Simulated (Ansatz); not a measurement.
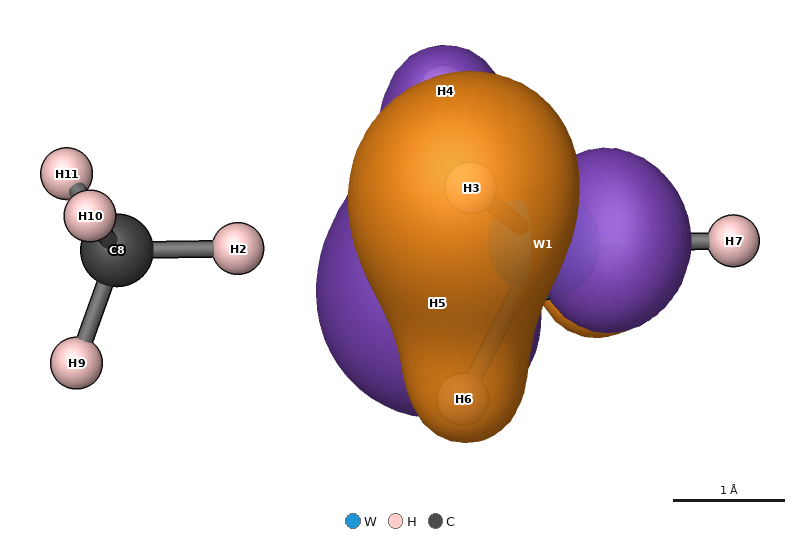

H₅W···CH₄ (doublet). The HOMO−1 (α) at ±0.1 Å⁻³ᐟ² (orange and purple are the two phases), seen across its widest extent.

Core potentials replace the inner electrons of W.

Computed with UKS B3LYP-D4/def2-SVP in Ansatz 0.2.0.

```yaml
atoms:
  - { symbol: W, position_ang: [0.0000, 0.0001, -0.5443] }
  - { symbol: H, position_ang: [-0.0022, 0.0001, 2.2327] }
  - { symbol: H, position_ang: [1.4866, -0.0002, 0.2660] }
  - { symbol: H, position_ang: [0.0011, 1.4866, 0.2662] }
  - { symbol: H, position_ang: [-1.4863, -0.0001, 0.2667] }
  - { symbol: H, position_ang: [0.0011, -1.4863, 0.2664] }
  - { symbol: H, position_ang: [-0.0003, 0.0000, -2.2797] }
  - { symbol: C, position_ang: [-0.0004, 0.0000, 3.3335] }
  - { symbol: H, position_ang: [-0.5610, -0.8741, 3.6921] }
  - { symbol: H, position_ang: [1.0377, -0.0490, 3.6896] }
  - { symbol: H, position_ang: [-0.4762, 0.9230, 3.6922] }
```

Where does this orbital lie, and at what energy?

Answer. By Hirshfeld shares it lies mainly on W1 (about 45 %), H3 (about 20 %) and H5 (about 20 %). Its energy is −8.83 eV.
